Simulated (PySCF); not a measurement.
C3H5Br, SMILES C=CCBr at its CAM-B3LYP/def2-SVP optimised geometry (Å):

```
9

C      0.9296    -1.1719    -0.9750
C      0.1878    -0.6529     0.0000
C     -1.3007    -0.6529     0.0000
Br    -2.0207     1.1719     0.0000
H      0.4749    -1.6229    -1.8623
H      2.0207    -1.1670    -0.9232
H      0.6691    -0.1977     0.8720
H     -1.7125    -1.1179     0.9042
H     -1.7137    -1.1502    -0.8852
```

Method: CAM-B3LYP/def2-TZVP (PySCF).

Map of the electrostatic potential (hartree/e), clipped to [-0.08, 0.12] on the plane z = 1.0 Å:

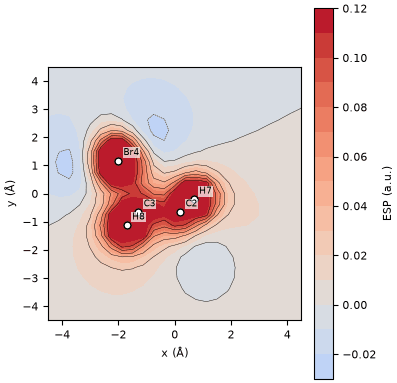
Fig. 1. Electrostatic potential (hartree/e), clipped to [-0.08, 0.12] on the plane z = 1.0 Å.
